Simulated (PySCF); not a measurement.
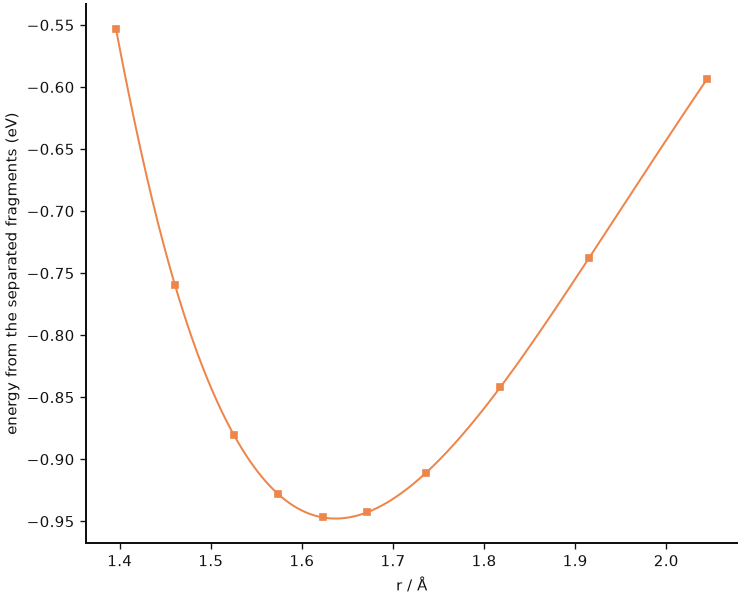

Bond curve of AlH⁺, doublet (excess alpha electrons: σ +1). PBE/def2-TZVPPD with PySCF, UKS. One reference determinant with the occupation held, the lowest that a PBE0 search over spins and occupations found; no spin-orbit coupling. Zero is the separated fragments in their ground configurations, without counterpoise. The fragments are Al⁺ + H. 2 further points of the run are not drawn.

### What constants does a Dunham fit to the curve give (main isotopes)?

re = 1.637 Å, ωe = 1579 cm⁻¹, ωexe = 61.2 cm⁻¹, De = 0.95 eV, Be = 6.48 cm⁻¹.

### How stiff is the bond?

The force constant is 1.43 mdyn/Å, which gives ωe = 1579 cm⁻¹.

Caveats: lowest determinant of a PBE0 search, another state may lie lower.
